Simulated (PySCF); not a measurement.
# Run report: C7H17In, geometry relaxation (part 2 of 2)

The same run, continued: C7H17In (InEt2(iPr)), SMILES C[CH2][In]([CH2]C)[CH](C)C; PBE0-D3(BJ)/def2-SVP geometry optimisation, gas phase (PySCF 2.14.0). It belongs to a series of runs on one base structure; here: one ligand: Et to iPr.

Trajectory as extended XYZ, continued:
```
25
Properties=species:S:1:pos:R:3:forces:R:3 step=8 energy=-12695.47358
In    0.1673    0.0093   -0.1614   -0.0029   0.0122  -0.0004
C     2.3555    0.1053   -0.2808    0.0091  -0.0047  -0.0375
C     3.0171    0.3859    1.0660   -0.0098   0.0078   0.0176
H     2.6110    0.8989   -1.0026    0.0023   0.0002  -0.0018
H     2.7297   -0.8399   -0.7065   -0.0016  -0.0022   0.0105
H     4.1166    0.4505    0.9845    0.0016  -0.0018  -0.0037
H     2.6784    1.3402    1.5033    0.0001  -0.0054   0.0027
H     2.8035   -0.4012    1.8084   -0.0019   0.0050  -0.0018
C    -0.9560    1.8927   -0.2275    0.0023  -0.0111   0.0335
C    -0.1060    3.1380   -0.4441   -0.0024  -0.0058  -0.0109
H    -1.5189    1.9576    0.7205   -0.0040   0.0068  -0.0092
H    -1.7243    1.7924   -1.0137    0.0002   0.0001  -0.0047
H    -0.7089    4.0632   -0.4597   -0.0036   0.0012   0.0040
H     0.6508    3.2636    0.3475    0.0026   0.0004  -0.0020
H     0.4429    3.1014   -1.3994    0.0079  -0.0014   0.0026
C    -0.9406   -1.8854    0.0424   -0.0043  -0.0045   0.0097
C    -1.4879   -2.3163   -1.3153    0.0133  -0.0022  -0.0055
C    -2.0482   -1.7781    1.0840    0.0155   0.0067  -0.0162
H    -0.2053   -2.6374    0.3767   -0.0038  -0.0066   0.0042
H    -0.6928   -2.4674   -2.0646   -0.0071   0.0051   0.0019
H    -2.1955   -1.5772   -1.7293   -0.0011   0.0028  -0.0012
H    -2.0427   -3.2713   -1.2408   -0.0011  -0.0031   0.0006
H    -2.6101   -2.7275    1.1751   -0.0030   0.0008   0.0040
H    -1.6624   -1.5351    2.0876   -0.0037  -0.0003   0.0013
H    -2.7832   -0.9987    0.8201   -0.0046  -0.0003   0.0023
25
Properties=species:S:1:pos:R:3:forces:R:3 step=9 energy=-12695.47337
In    0.1619    0.0059   -0.1508   -0.0122   0.0186   0.0018
C     2.3495    0.0862   -0.2871    0.0190  -0.0171  -0.0355
C     3.0255    0.4021    1.0448   -0.0281   0.0093   0.0189
H     2.6061    0.8547   -1.0353   -0.0007   0.0037  -0.0015
H     2.7128   -0.8747   -0.6867   -0.0012   0.0002   0.0101
H     4.1248    0.4490    0.9528    0.0053  -0.0001  -0.0017
H     2.7018    1.3743    1.4529    0.0035  -0.0059   0.0008
H     2.8067   -0.3571    1.8146    0.0042   0.0047  -0.0051
C    -0.9508    1.8963   -0.2147    0.0268  -0.0124   0.0270
C    -0.0881    3.1343   -0.4234   -0.0010  -0.0010  -0.0076
H    -1.5197    1.9639    0.7293   -0.0084   0.0052  -0.0100
H    -1.7124    1.8030   -1.0082   -0.0066   0.0006  -0.0008
H    -0.6822    4.0651   -0.4454   -0.0067   0.0003   0.0044
H     0.6620    3.2540    0.3756   -0.0004  -0.0011  -0.0037
H     0.4702    3.0926   -1.3729    0.0065  -0.0021   0.0024
C    -0.9537   -1.8841    0.0515    0.0007  -0.0111   0.0050
C    -1.4795   -2.3223   -1.3125    0.0233  -0.0001  -0.0119
C    -2.0769   -1.7707    1.0751   -0.0034   0.0211  -0.0089
H    -0.2245   -2.6352    0.4010   -0.0059  -0.0080   0.0053
H    -0.6706   -2.4921   -2.0433   -0.0157   0.0086   0.0078
H    -2.1685   -1.5790   -1.7498   -0.0043   0.0012   0.0009
H    -2.0485   -3.2689   -1.2391    0.0010  -0.0066  -0.0002
H    -2.6409   -2.7193    1.1629    0.0000   0.0036   0.0022
H    -1.7072   -1.5220    2.0834   -0.0017  -0.0014  -0.0026
H    -2.8080   -0.9921    0.7960    0.0060  -0.0102   0.0031
25
Properties=species:S:1:pos:R:3:forces:R:3 step=10 energy=-12695.47332
In    0.1606    0.0025   -0.1473   -0.0120   0.0128   0.0027
C     2.3478    0.0765   -0.2934    0.0165  -0.0167  -0.0201
C     3.0252    0.4111    1.0336   -0.0267   0.0072   0.0100
H     2.6054    0.8328   -1.0534   -0.0023   0.0024  -0.0017
H     2.7081   -0.8916   -0.6778    0.0000   0.0010   0.0068
H     4.1247    0.4522    0.9406    0.0049   0.0010   0.0004
H     2.7051    1.3907    1.4264    0.0037  -0.0034  -0.0008
H     2.8036   -0.3348    1.8154    0.0059   0.0017  -0.0046
C    -0.9461    1.8963   -0.2061    0.0314  -0.0065   0.0133
C    -0.0769    3.1303   -0.4128   -0.0001   0.0029  -0.0017
H    -1.5175    1.9666    0.7360   -0.0078   0.0013  -0.0057
H    -1.7055    1.8070   -1.0022   -0.0074   0.0007   0.0016
H    -0.6666    4.0639   -0.4368   -0.0051  -0.0006   0.0019
H     0.6713    3.2469    0.3885   -0.0022  -0.0013  -0.0028
H     0.4849    3.0854   -1.3602    0.0027  -0.0016   0.0010
C    -0.9598   -1.8846    0.0560    0.0039  -0.0095  -0.0024
C    -1.4761   -2.3253   -1.3110    0.0188   0.0009  -0.0096
C    -2.0902   -1.7647    1.0704   -0.0150   0.0205  -0.0013
H    -0.2352   -2.6367    0.4130   -0.0054  -0.0051   0.0052
H    -0.6620   -2.5011   -2.0343   -0.0131   0.0071   0.0071
H    -2.1580   -1.5804   -1.7569   -0.0050  -0.0005   0.0026
H    -2.0503   -3.2690   -1.2392    0.0023  -0.0060  -0.0007
H    -2.6571   -2.7117    1.1583    0.0019   0.0037   0.0002
H    -1.7277   -1.5127    2.0806    0.0005  -0.0011  -0.0037
H    -2.8178   -0.9858    0.7832    0.0095  -0.0110   0.0022
25
Properties=species:S:1:pos:R:3:forces:R:3 step=11 energy=-12695.47343
In    0.1616   -0.0010   -0.1477   -0.0028  -0.0005   0.0002
C     2.3488    0.0710   -0.2992    0.0048  -0.0058  -0.0020
C     3.0208    0.4154    1.0284   -0.0100   0.0028  -0.0032
H     2.6069    0.8234   -1.0631   -0.0020  -0.0016  -0.0016
H     2.7106   -0.8993   -0.6758    0.0015  -0.0006   0.0035
H     4.1208    0.4579    0.9390    0.0014   0.0016   0.0020
H     2.6978    1.3967    1.4143    0.0011   0.0007  -0.0013
H     2.7983   -0.3261    1.8138    0.0039  -0.0024  -0.0010
C    -0.9406    1.8944   -0.2007    0.0171   0.0023   0.0010
C    -0.0697    3.1271   -0.4081   -0.0001   0.0046   0.0031
H    -1.5125    1.9665    0.7408   -0.0035  -0.0024   0.0007
H    -1.7009    1.8073   -0.9964   -0.0030   0.0005   0.0021
H    -0.6586    4.0612   -0.4311   -0.0003  -0.0010  -0.0015
H     0.6791    3.2426    0.3927   -0.0021  -0.0005  -0.0002
H     0.4920    3.0815   -1.3555   -0.0014  -0.0005  -0.0006
C    -0.9624   -1.8860    0.0577    0.0056  -0.0024  -0.0075
C    -1.4762   -2.3269   -1.3102    0.0033   0.0010  -0.0019
C    -2.0951   -1.7591    1.0684   -0.0156   0.0091   0.0036
H    -0.2415   -2.6401    0.4182   -0.0040  -0.0006   0.0047
H    -0.6615   -2.5023   -2.0324   -0.0022   0.0033   0.0009
H    -2.1575   -1.5818   -1.7569   -0.0040  -0.0025   0.0031
H    -2.0505   -3.2707   -1.2395    0.0033  -0.0024  -0.0008
H    -2.6658   -2.7037    1.1580    0.0020   0.0013  -0.0012
H    -1.7348   -1.5052    2.0788    0.0017   0.0001  -0.0020
H    -2.8192   -0.9790    0.7768    0.0055  -0.0040  -0.0002
25
Properties=species:S:1:pos:R:3:forces:R:3 step=12 energy=-12695.47345
In    0.1622   -0.0039   -0.1475    0.0031  -0.0056  -0.0019
C     2.3493    0.0649   -0.3031   -0.0017  -0.0005   0.0050
C     3.0194    0.4184    1.0232    0.0010   0.0014  -0.0067
H     2.6073    0.8130   -1.0712   -0.0012  -0.0036  -0.0025
H     2.7116   -0.9076   -0.6731    0.0014  -0.0013   0.0022
H     4.1195    0.4616    0.9351   -0.0006   0.0015   0.0013
H     2.6952    1.4018    1.4025   -0.0006   0.0015  -0.0004
H     2.7970   -0.3185    1.8130    0.0018  -0.0031   0.0007
C    -0.9355    1.8937   -0.1966    0.0056   0.0054  -0.0022
C    -0.0636    3.1258   -0.4033   -0.0006   0.0031   0.0041
H    -1.5078    1.9659    0.7446   -0.0003  -0.0035   0.0027
H    -1.6965    1.8086   -0.9920   -0.0003   0.0004   0.0015
H    -0.6522    4.0602   -0.4255    0.0018  -0.0007  -0.0024
H     0.6851    3.2401    0.3977   -0.0011   0.0002   0.0009
H     0.4981    3.0804   -1.3506   -0.0021   0.0001  -0.0009
C    -0.9657   -1.8865    0.0594    0.0031   0.0026  -0.0079
C    -1.4764   -2.3290   -1.3092   -0.0037  -0.0008   0.0021
C    -2.1013   -1.7539    1.0662   -0.0092   0.0016   0.0029
H    -0.2478   -2.6416    0.4238   -0.0033   0.0010   0.0046
H    -0.6603   -2.5052   -2.0294    0.0027   0.0018  -0.0027
H    -2.1567   -1.5842   -1.7581   -0.0030  -0.0026   0.0029
H    -2.0510   -3.2726   -1.2388    0.0036  -0.0007  -0.0007
H    -2.6746   -2.6966    1.1568    0.0012   0.0000  -0.0010
H    -1.7432   -1.4980    2.0768    0.0012   0.0007  -0.0004
H    -2.8223   -0.9729    0.7700    0.0013   0.0008  -0.0010
25
Properties=species:S:1:pos:R:3:forces:R:3 step=13 energy=-12695.47349
In    0.1627   -0.0053   -0.1475    0.0050  -0.0049  -0.0028
C     2.3499    0.0615   -0.3043   -0.0032   0.0007   0.0044
C     3.0200    0.4188    1.0209    0.0040   0.0019  -0.0048
H     2.6074    0.8077   -1.0744   -0.0003  -0.0038  -0.0029
H     2.7122   -0.9119   -0.6719    0.0008  -0.0017   0.0021
H     4.1201    0.4623    0.9326   -0.0009   0.0012   0.0001
H     2.6955    1.4031    1.3976   -0.0012   0.0006   0.0004
H     2.7983   -0.3161    1.8127    0.0007  -0.0022   0.0006
C    -0.9328    1.8936   -0.1952    0.0000   0.0045   0.0000
C    -0.0613    3.1260   -0.4012   -0.0004   0.0009   0.0031
H    -1.5050    1.9650    0.7462    0.0011  -0.0028   0.0019
H    -1.6943    1.8093   -0.9903    0.0004   0.0003   0.0009
H    -0.6503    4.0602   -0.4228    0.0017  -0.0002  -0.0020
H     0.6875    3.2400    0.3997   -0.0002   0.0005   0.0009
H     0.5002    3.0813   -1.3487   -0.0011   0.0002  -0.0007
C    -0.9676   -1.8862    0.0600    0.0001   0.0041  -0.0064
C    -1.4770   -2.3301   -1.3086   -0.0034  -0.0018   0.0025
C    -2.1047   -1.7509    1.0650   -0.0031  -0.0005   0.0002
H    -0.2512   -2.6416    0.4266   -0.0030   0.0006   0.0047
H    -0.6602   -2.5069   -2.0279    0.0028   0.0020  -0.0031
H    -2.1571   -1.5860   -1.7587   -0.0026  -0.0019   0.0022
H    -2.0515   -3.2738   -1.2378    0.0032  -0.0006  -0.0005
H    -2.6791   -2.6929    1.1561    0.0002  -0.0003  -0.0004
H    -1.7476   -1.4939    2.0757    0.0004   0.0008   0.0004
H    -2.8242   -0.9695    0.7665   -0.0009   0.0023  -0.0008
25
Properties=species:S:1:pos:R:3:forces:R:3 step=14 energy=-12695.47353
In    0.1633   -0.0064   -0.1475    0.0050  -0.0019  -0.0027
C     2.3505    0.0578   -0.3049   -0.0026   0.0004   0.0012
C     3.0219    0.4185    1.0187    0.0037   0.0029  -0.0013
H     2.6077    0.8019   -1.0772    0.0006  -0.0036  -0.0032
H     2.7123   -0.9166   -0.6703   -0.0004  -0.0016   0.0025
H     4.1219    0.4618    0.9294   -0.0006   0.0008  -0.0010
H     2.6977    1.4039    1.3930   -0.0012  -0.0008   0.0008
H     2.8010   -0.3145    1.8126    0.0003  -0.0008  -0.0003
C    -0.9304    1.8937   -0.1941   -0.0027   0.0020   0.0033
C    -0.0594    3.1266   -0.3992    0.0003  -0.0011   0.0015
H    -1.5023    1.9639    0.7476    0.0015  -0.0014   0.0004
H    -1.6923    1.8100   -0.9889    0.0003   0.0004   0.0004
H    -0.6488    4.0605   -0.4201    0.0007   0.0003  -0.0011
H     0.6894    3.2403    0.4018    0.0005   0.0005   0.0005
H     0.5017    3.0828   -1.3470    0.0004   0.0001  -0.0002
C    -0.9699   -1.8855    0.0607   -0.0026   0.0038  -0.0044
C    -1.4778   -2.3312   -1.3079    0.0003  -0.0025   0.0010
C    -2.1085   -1.7474    1.0638    0.0016  -0.0002  -0.0026
H    -0.2548   -2.6410    0.4295   -0.0028  -0.0004   0.0047
H    -0.6603   -2.5088   -2.0261    0.0006   0.0026  -0.0018
H    -2.1577   -1.5878   -1.7595   -0.0024  -0.0010   0.0014
H    -2.0522   -3.2750   -1.2365    0.0023  -0.0013  -0.0002
H    -2.6839   -2.6888    1.1553   -0.0006  -0.0001   0.0004
H    -1.7526   -1.4893    2.0746   -0.0005   0.0006   0.0006
H    -2.8265   -0.9657    0.7629   -0.0018   0.0021  -0.0001
```

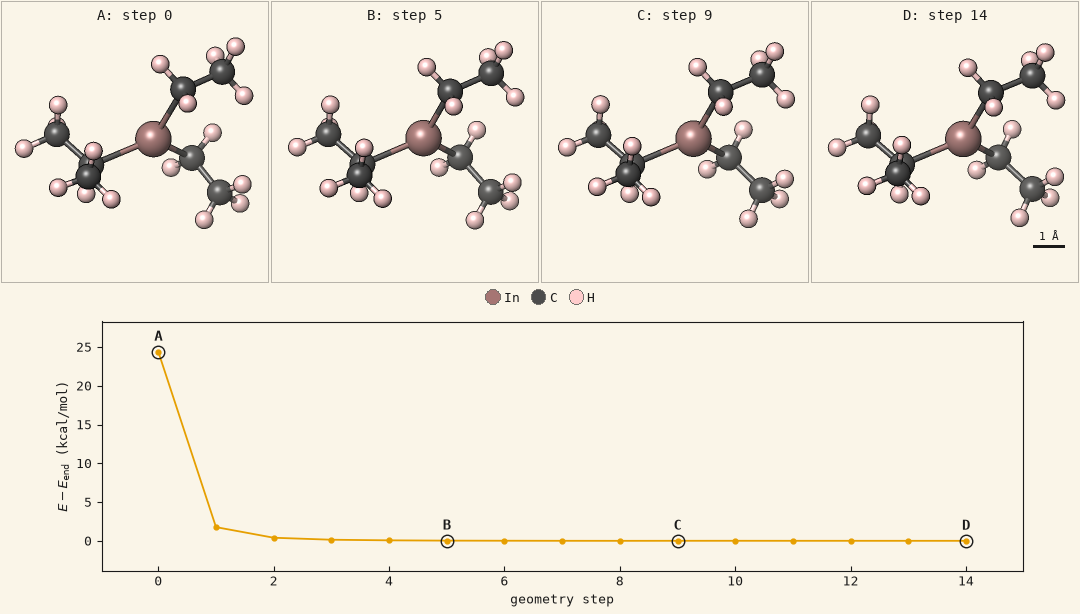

*Frames of the relaxation (ball-and-stick view, seen at a tilt) above the curves, on which the letters mark them (steps are counted from 0).*

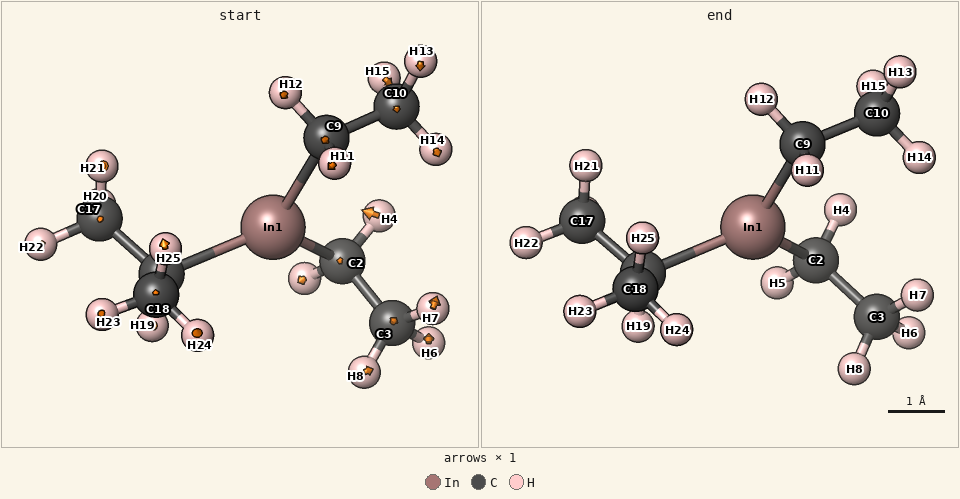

*Before (left) and after (right) the relaxation, at one scale (ball-and-stick view, seen at a tilt). The orange arrows give the displacements, at true length.*

The largest move after the best rigid fit is that of H4, 0.36 Å. By element the largest moves are H 0.36 Å, C 0.17 Å, In 0.08 Å. Among the contacts that change: In1–C9 2.406 → 2.193 Å, C18–H25 1.006 → 1.103 Å, C17–H20 1.023 → 1.103 Å, C10–H13 1.166 → 1.104 Å. Among the angles that change: In1–C2–H4 116.3° → 107.6°, H23–C18–H24 112.5° → 106.9°, In1–C9–C10 109.4° → 114.8°. Over 14 geometry steps the energy falls by 24.4 kcal/mol. The largest force component goes from 3.7 to 0.005 eV/Å. (Atoms are counted from 1 in the order of the input.)

Key numbers:

```json
{"quantity": "outcome", "value": "converged"}
{"quantity": "total energy", "value": "−466.550051 hartree"}
{"quantity": "dipole moment", "value": "0.18 D"}
{"quantity": "point group", "value": "C1"}
{"quantity": "wall time", "value": "18 min"}
{"quantity": "peak memory", "value": "0.98 GiB"}
```
